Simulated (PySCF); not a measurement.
C₄H₉O₂ (doublet)

Input

```
{"job": {"kind": "epr", "basis": "pcH-1"}, "charge": 0, "multiplicity": 2}
C      1.942294    -0.133862     0.433683
O      0.661070    -0.600341     0.713094
C     -0.274365    -0.292966    -0.271160
C     -1.566901    -1.035849     0.008963
C     -0.490595     1.287365    -0.221202
O      0.630327     1.930994    -0.492111
H      2.398984    -0.658271    -0.413073
H      1.838323     0.948068     0.136671
H      2.543362    -0.234689     1.333858
H      0.120766    -0.524452    -1.271390
H     -1.961814    -0.742826     0.977956
H     -2.302499    -0.818812    -0.759669
H     -1.373152    -2.105757     0.024986
H     -0.912016     1.523023     0.775436
H     -1.258201     1.466365    -0.997956
```

Run with:

```sh
OMP_NUM_THREADS=1 python probes_run.py task.json out
```

Geometry: GFN2-xTB.

Theory: UKS B3LYP, pcH-1 on C H O, non-relativistic, mean-field spin-orbit, GIAO in PySCF 2.14.0, density-fitted response routines.

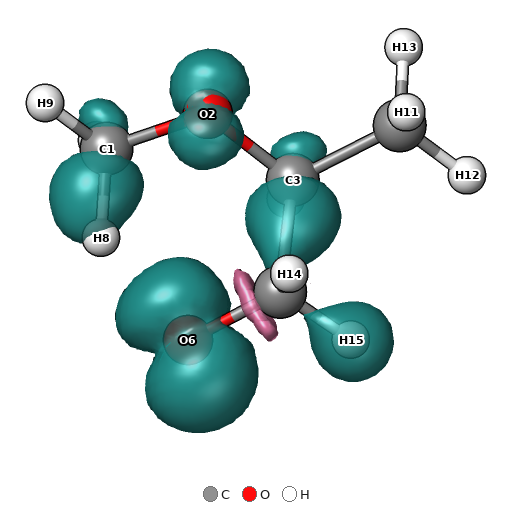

Figure 1. Isosurfaces of the spin density at +0.03 (teal) and −0.03 e/Å³ (pink), seen at a tilt.

### Describe the spin distribution.

The unpaired spin (1 electron) lies mostly on O6 (about 0.6), O2 (about 0.1), C3 (about 0.1) and C1 (about 0.1), in electrons by Hirshfeld's partition.

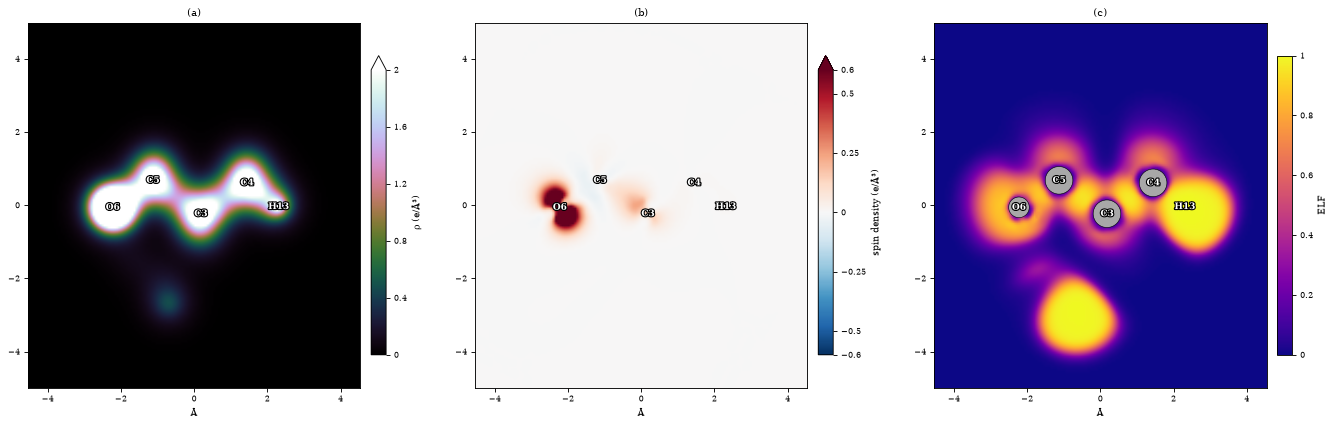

Figure 2. (a) electron density; (b) spin density; (c) ELF on the plane of atoms C4, C3 and C5. Grey discs cover the atomic cores in the ELF map.

### What does the map show?

- The section cuts through C, O and H sites.
- C–O (1.32 Å): the density is about 2.5 e/Å³ at the midpoint; the ELF peaks at about 0.90 between the atoms: a shared but strongly polarised pair.
- C–C (1.52 Å): ρ is about 1.7 e/Å³ halfway; the ELF peaks at about 0.95 between the atoms (a shared electron pair).
- C–H (1.09 Å): ρ at the midpoint is about 2 e/Å³; the ELF climbs to about 1 towards the hydrogen, as it does in any bond to H; a covalent bond by its length.
- C–C (1.60 Å): ρ at the midpoint is about 1.4 e/Å³; the ELF peaks at about 0.95 between the atoms, as expected for a covalent bond.
- The ELF also peaks beside O6, away from the bonds: non-bonding electrons, paired or unpaired.

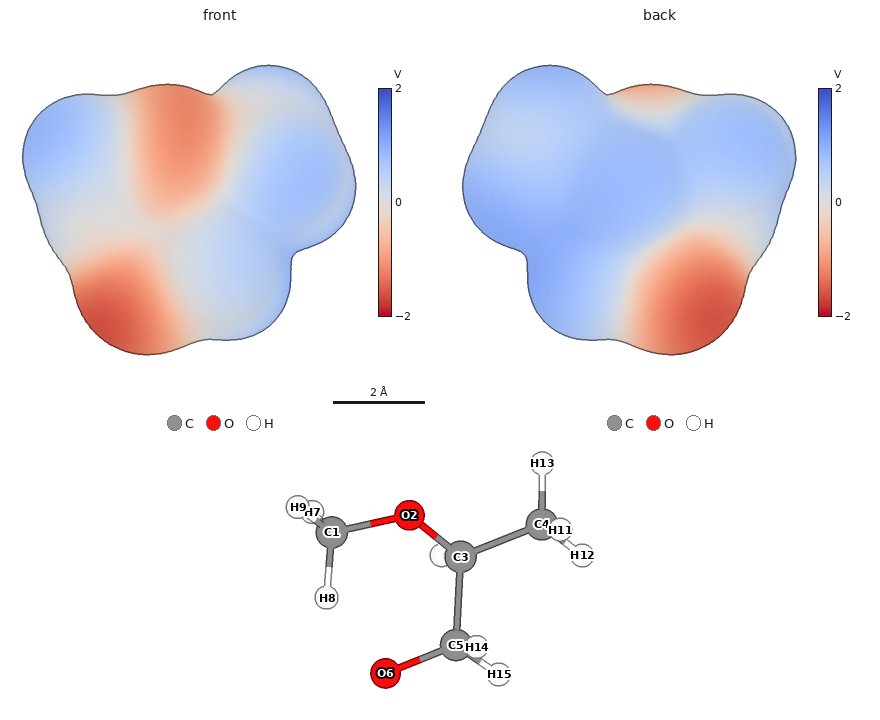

Figure 3. The molecular electrostatic potential painted on the density surface at 0.002 e/bohr³, seen from the front and from behind; red is negative and blue positive. The bare structure is drawn below in the same view.

### Describe the electrostatic potential map.

The most negative region (about −1.6 V, or −37 kcal/mol for a unit charge) lies over O6, the most positive (about +1.0 V, or +23 kcal/mol for a unit charge) over C3, H12 and H15. O6 is the likeliest acceptor of a hydrogen bond.
